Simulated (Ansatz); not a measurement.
# KF (Carobbiite): G0W0 under other settings

Aim: change settings of a G0W0 run on KF (Carobbiite) and see what moves.

Method: G0W0 on PBE, plane waves, PAW; PAW set soft_1, in Ansatz 0.2.0.

### Step 1. The structure

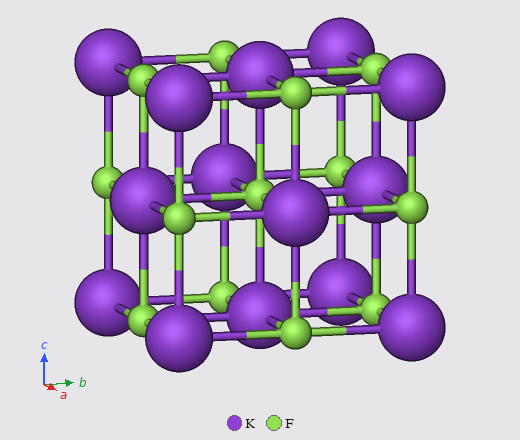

Start, viewed slightly off an axis; potassium purple, fluorine green. This picture shows the conventional cell, with its axes. Some periodic images of atoms are drawn too.

The cell and positions come from the Crystallography Open Database and are kept as given unless a step says otherwise.

### Step 2. The base run: 6×6×6 mesh, 40 empty bands, screening to 60 eV, PAW set soft_1 files

G0W0 replaces the xc potential by the self-energy, built once from these orbitals. Only a window of levels is corrected, while the sums run over the empty bands that the input names. This step takes PAW set soft_1 files.

The input, input.yaml:

```yaml
crystal:
  lattice:
    - [0.0, 2.67185, 2.67185]
    - [2.67185, 0.0, 2.67185]
    - [2.67185, 2.67185, 0.0]
  atoms:
    - { symbol: K, position: [0.0, 0.0, 0.0] }
    - { symbol: F, position: [0.5, 0.5, 0.5] }
kpoints:
  mp_grid: { grid: [6, 6, 6] }
hamiltonian:
  xc: pbe
  pseudopotentials: { kind: paw, azcp: { folder: soft_1 } }
scf:
  occupations: { method: fixed }
gw:
  n_empty_bands: 40
  ecut_chi: 60
  qp_bands: [v2, c2]
  qp_kpoints: band_edges
  screening: { model: contour_deformation }
```

On the command line:

```bash
> ansatz run input.yaml --threads 24 --pin off --max-ram 82944MiB --backend cuda --events-out ev --progress --plain --runs-dir out --devices 1 --max-vram 78GiB
```

Numbers of over 12 decimals in the logs are rounded to 6 here.

What it wrote:

```text
GPUs: using 1 of 1 available (devices: 1).
Engine: ansatz 0.2.0, aarch64-unknown-linux-gnu
Pseudopotentials: kind: paw
Pseudopotential: K, paw, valence charge 9, recommended cutoff 420 eV (normal), soft_1/K.paw.azcp
Pseudopotential: F, paw, valence charge 7, recommended cutoff 420 eV (normal), soft_1/F.paw.azcp
Functional definition: PBE
  parameter kappa = 0.804
  parameter beta = 0.066725
  exchange = pbe_x(kappa = kappa, mu = beta*pi^2/3)
  correlation = pbe_c(beta = beta)
[...]
Crystal: 2 atoms, lattice volume = 38.148 Å³
Basis set: ecut = 420 eV, 725 PW (Γ)
Bands: 12, of which v1, the nominal top of the filled ones, is band 8 counted from 1 (7 counted from 0)
Symmetry: 48 space group operations
Space group: Fm-3m (ITA 225), of the structure as read, at distance tolerance 3.4e-5 Å
k-points: 16 of 216
Non-local potential: K, projectors of the file, l = 0: 3, l = 1: 2, l = 2: 2
Non-local potential: F, projectors of the file, l = 0: 2, l = 1: 2, l = 2: 1
PAW form: soft (Blöchl's): semilocal exchange-correlation on the pseudo side does not see the compensation charge
PAW one-centre angular grid: K, 110 points (default); XC on 64 Gauss nodes
PAW one-centre angular grid: F, 110 points (default); XC on 64 Gauss nodes
Initial density: superposition of atomic densities (chi_scale 0.1, normalization cell, long waves kept (reshape's long-wave potential 0.00 eV rms))
Initial wavefunctions: pseudopotential atomic-orbital guess
[...]
Functional: x = pbe(κ = 0.804, μ = 0.219515), c = pbe(β = 0.066725)
SCF iter   1: F=—  HF=-2351.883760 eV  |F-HF|=—  |Δ(HF+E_count)|=         —  Δρ=1.97e-1  dr2=1.28e1  ethr=3.10e-3  ⟨swp⟩=4.0  Hψ=1092  notcnv=0  defer=19
preconditioner: auto → none  [insulator: Δε(μ)=2.264 eV  Ē_g=15.954 eV  n_scr=14 (ndim 8)  ℏωp=22.5 eV  f_vac=0.000  ε∞_Penn≈3.0]
SCF iter   2: F=—  HF=-2350.765481 eV  |F-HF|=—  |Δ(HF+E_count)|=    1.12e0  Δρ=1.66e-1  dr2=6.56e0  ethr=3.10e-3  ⟨swp⟩=3.9  Hψ=636  notcnv=0  defer=26
SCF iter   3: F=—  HF=-2348.795770 eV  |F-HF|=—  |Δ(HF+E_count)|=    1.97e0  Δρ=2.79e-2  dr2=2.31e-1  ethr=3.10e-3  ⟨swp⟩=2.5  Hψ=501  notcnv=0  defer=17
SCF iter   4: F=—  HF=-2348.806227 eV  |F-HF|=—  |Δ(HF+E_count)|=   1.05e-2  Δρ=1.25e-2  dr2=4.16e-2  ethr=1.45e-3  ⟨swp⟩=2.0  Hψ=466  notcnv=0  defer=30
SCF iter   5: F=—  HF=-2348.800113 eV  |F-HF|=—  |Δ(HF+E_count)|=   6.11e-3  Δρ=1.24e-3  dr2=5.46e-4  ethr=2.60e-4  ⟨swp⟩=2.1  Hψ=395  notcnv=0  defer=30
SCF iter   6: F=—  HF=-2348.800678 eV  |F-HF|=—  |Δ(HF+E_count)|=   5.64e-4  Δρ=4.21e-4  dr2=7.11e-5  ethr=3.41e-6  ⟨swp⟩=2.9  Hψ=352  notcnv=0  defer=30
SCF iter   7: F=—  HF=-2348.800705 eV  |F-HF|=—  |Δ(HF+E_count)|=   2.71e-5  Δρ=9.08e-5  dr2=3.51e-6  ethr=4.44e-7  ⟨swp⟩=2.0  Hψ=274  notcnv=0  defer=21
SCF iter   8: F=—  HF=-2348.800705 eV  |F-HF|=—  |Δ(HF+E_count)|=   8.49e-8  Δρ=3.01e-5  dr2=3.89e-7  ethr=2.19e-8  ⟨swp⟩=2.1  Hψ=243  notcnv=0  defer=28
SCF iter   9: F=-2348.800704 eV  HF=-2348.800704 eV  |F-HF|=1.64e-9  |Δ(HF+E_count)|=   9.25e-8  Δρ=2.25e-6  dr2=1.90e-9  ethr=6.25e-10  ⟨swp⟩=4.2  Hψ=837  notcnv=0
SCF 1 converged in 9 iterations: F = -2348.800704 eV  dr2 = 1.90e-9
[...]
NSCF: frozen V_eff on 16 k-points, pencils in batches of 32, up to order 48
[...]
NSCF: frozen V_eff on 16 k-points
G₀W₀ screening: q 1/16
[... further progress lines ...]
[...]
NSCF: frozen V_eff on 1 k-points
[...]
NSCF: frozen V_eff on 1 k-points
SCF converged after 9 iterations
Free energy (F): -2348.800704 eV
Harris-Foulkes:  -2348.800704 eV  (|F-HF|=1.64e-9)
Internal energy: -2348.800704 eV  (E = F + TS)
E sigma→0 (E₀):  -2348.800704 eV
Fermi energy:    1.451312 eV
--- Per-component energies (eV) ---
  E_band       = -125.308289
  E_kinetic    = 454.184109
[...]
1    10     11.7506    -5.0473    -3.1727   -10.5893  0.8836    14.1608    14.1199  root
     2     7      1.1885   -30.1006     5.3833   -22.3105  0.7946    -1.2974    -1.2183  root
     2     8      1.1885   -30.1006     5.3833   -22.3105  0.7946    -1.2974    -1.2183  root
     2     9      9.9263    -6.8284    -2.7847   -11.1303  0.8810    11.4575    11.4435  root
     2    10     11.5392    -4.9225    -3.0923    -9.9386  0.8838    13.4894    13.4629  root
     3     7      1.1045   -29.8964     5.3768   -22.1004  0.7942    -1.3958    -1.3147  root
     3     8      1.1045   -29.8964     5.3768   -22.1004  0.7942    -1.3958    -1.3147  root
     3     9     10.5312    -7.2715    -2.7726   -11.9940  0.8760    12.5066    12.4811  root
[...]
15     7      1.2594   -30.1333     5.2570   -22.4698  0.7987    -1.2234    -1.1471  root
    15     8      1.3334   -30.3738     5.3163   -22.6669  0.7976    -1.1324    -1.0573  root
    15     9     10.4060    -4.6988    -2.9662    -9.5948  0.8871    12.3596    12.3358  root
    15    10     12.0721    -5.9538    -3.0576   -10.9959  0.8752    14.0888    14.0566  root
```

Run time: 3.9 s. Hardware: 1 × NVIDIA GB200 (shared by 2 runs) with 24 threads of Arm Neoverse V2, shared host; peak memory 1.1 GiB.

This step gave:

```
bands summed                                 : 48
RPA ε∞ on this mesh (eigenvalues)            : 1.901, 1.901, 1.901
plane waves in the screening matrix          : 51
q-points in the mesh                         : 216
G0W0 gap on the mesh                         : 9.631 eV
k of the valence top                         : 0, 0, 0
k of the conduction bottom                   : 0, 0, 0
starting gap on the mesh                     : 6.182 eV
Z at the valence top                         : 0.7958
Z at the conduction bottom                   : 0.8951
least direct G0W0 gap on the computed points : 9.631 eV
```

The gap on the mesh goes from 6.18 eV to 9.63 eV, a correction of +3.45 eV. Between the two edge states, bare exchange in place of the xc potential would open the gap by 11.77 eV, and correlation takes back 8.32 eV.

### Step 3. Variant: static remainder

This step: G0W0 on PBE, plane waves, norm-conserving pseudopotentials.

input.yaml, the sections that differ from step 2:

```yaml
kpoints:
  mp_grid: { grid: [4, 4, 4] }
hamiltonian:
  xc: pbe
  pseudopotentials: { kind: nc }
gw:
  n_empty_bands: 40
  ecut_chi: 100
  qp_bands: [v2, c2]
  qp_kpoints: band_edges
  screening: { model: contour_deformation }
  static_remainder: true
# crystal, scf: as in step 2
```

What it wrote:

```text
Warning: gw takes pair_densities: pseudo, which can misplace gaps by tens of per cent, since gw.static_remainder lacks the terms of the atoms
GPUs: using 1 of 1 available (devices: 1).
[...]
device memory: the entry about to start is reckoned to put 3.2 GiB on a device that reports 177.9 GiB free (of which the cap on the GPU budget leaves the run 78.0 GiB)
GPU FFT provider: cuFFT
GPU libraries: cuBLAS 13.8.1, cuFFT 12.4.0, cuSOLVER 12.3.2
GPU matrix products: emulated (plane waves: as basis.precision tells), large ones in fixed point in workspaces of 1.00 GiB
Crystal: 2 atoms, lattice volume = 38.148 Å³
Basis set: ecut = 1320 eV, 4111 PW (Γ)
Bands: 12, of which v1, the nominal top of the filled ones, is band 8 counted from 1 (7 counted from 0)
[... 1 set-up line as in the run before ...]
[...]
k-points: 8 of 64
[...]
GPU buffer pool allocated for 91125 grid points (all kernels)
GPU transforms: local potential and band sums: pruned to the plane-wave sphere, on 45×45×45
[...]
SCF iter   1: F=—  HF=-1458.524179 eV  |F-HF|=—  |Δ(HF+E_count)|=         —  Δρ=2.02e-1  dr2=1.30e1  ethr=3.10e-3  ⟨swp⟩=5.1  Hψ=593  notcnv=0  defer=7
[...]
SCF iter   9: F=-1455.329327 eV  HF=-1455.329327 eV  |F-HF|=4.49e-9  |Δ(HF+E_count)|=   1.76e-8  Δρ=4.18e-6  dr2=5.43e-9  ethr=6.25e-10  ⟨swp⟩=6.8  Hψ=573  notcnv=0
SCF 1 converged in 9 iterations: F = -1455.329327 eV  dr2 = 5.43e-9
[...]
NSCF: frozen V_eff on 8 k-points
[...]
G₀W₀ screening: q 1/8
[... further progress lines ...]
[...]
SCF converged after 9 iterations
[...]
k-point 7: bands = [... 4 lower, -7.9188, 1.1460, 1.3866, 1.3866, 11.2804, 11.2804, 12.7308, 14.8814]
--- G₀W₀: contour deformation, 5 samples at zero and on the imaginary axis and 2 off it, 64 q-points, 40 empty bands' worth ---
  eigenvalues of the whole cell's RPA ε∞ on this k-mesh (on a slab, of 1 + 4πα/V) = 1.9024, 1.9024, 1.9024; static W/v taken at q = 0 is 0.525663
  static-remainder magnitude (band-truncation diagnostic): 0.7852 eV
  bands read: the sum over 48 bands ends inside a degenerate multiplet in 3 slots, whose members it reads at an even weight; the widest, k=0: bands 47 to 49 (counted from 1) at 2/3 each
  gw.qp_kpoints: band_edges: 8 of 8 stored k-points solved, in 1 pass; an edge of the gap read off the rows below is read off those points alone
    ik  band        ε_KS         Σx   Σc(E_QP)       V_xc       Z   E_QP_lin       E_QP  E_QP is
     0     7      1.5494   -29.9687     5.2871   -22.2432  0.7892    -0.9669    -0.8889  root
     0     8      1.5494   -29.9687     5.2871   -22.2432  0.7892    -0.9669    -0.8889  root
     0     9      7.7218    -3.9923    -3.0128    -7.9501  0.8932     8.6712     8.6667  root
     0    10     12.2189    -4.9764    -3.5822   -10.8298  0.8824    14.5267    14.4901  root
     1     7      1.3722   -29.5444     5.2691   -21.8165  0.7888    -1.1681    -1.0866  root
     1     8      1.3722   -29.5444     5.2691   -21.8165  0.7888    -1.1681    -1.0866  root
     1     9      9.2323    -5.3428    -2.9619    -9.4235  0.8836    10.3579    10.3510  root
     1    10     11.6357    -4.6376    -3.3798    -9.8803  0.8825    13.5225    13.4986  root
[...]
7     7      1.3866   -29.2946     5.1439   -21.6574  0.7918    -1.1888    -1.1066  root
     7     8      1.3866   -29.2946     5.1439   -21.6574  0.7918    -1.1888    -1.1066  root
     7     9     11.2804    -4.9462    -3.2528    -9.9069  0.8802    13.0080    12.9882  root
     7    10     11.2804    -4.9462    -3.2528    -9.9069  0.8802    13.0080    12.9882  root
[key lines of the parts left out:]
Free energy (F): -1455.329327 eV
Fermi energy:    1.549420 eV
```

The job ended after 1.9 s (1 × NVIDIA GB200 (shared by 2 runs) with 24 threads; peak memory 1.1 GiB; 3.6 s of CPU time).

Against the base:

```
              setting            base          variant
                files  PAW set soft_1  norm-conserving
                 mesh           6×6×6            4×4×4
screening cutoff (eV)              60              100
     static remainder               -             true
```

| quantity | variant | base |
| --- | --- | --- |
| starting gap on the mesh | 6.172 | 6.182 |
| G0W0 gap on the mesh | 9.556 | 9.631 |
| least direct G0W0 gap on the computed points | 9.556 | 9.631 |
| Z at the valence top | 0.789 | 0.796 |
| Z at the conduction bottom | 0.893 | 0.895 |

### Step 4. Summary of results

```json
{
 "base": "9.63 eV, 3.9 s",
 "static remainder": "9.56 eV, 1.9 s"
}
```

What this shows: Static remainder: the gap moves by −0.08 eV and the time by a factor of 0.48 (the plane-wave cutoff goes from 420 to 1320 eV); such settings are too crude to quote. The variant differs from the base in files, mesh, screening cutoff and static remainder together, so the change can't be laid to one of them. This option needs pseudo pair densities, which the log warns can misplace gaps. All runs here use a coarse mesh and modest cutoffs; they test settings and are not final values.

[Paths, hosts, dates, memory and timing lines, banners, echoed tables and standing remarks are left out of the program output.]

[Logs are printed without paths, hosts, clocks, repeated set-up lines and the standing remarks that a program may print on its own settings, such as how far it seeks lower states.]

[Runs of the session that timed out or met a known fault of the program may be left out.]

[Cells called generated may have been cut or substituted from an entry of the Crystallography Open Database or the Materials Project.]

[No measured gap is set beside runs whose start may be inverted or whose files or cutoffs have a known fault.]

[Hosts, paths, dates, database ids (printed as entryN), source tags and the programs' standing remarks are cut or masked in the printed files.]
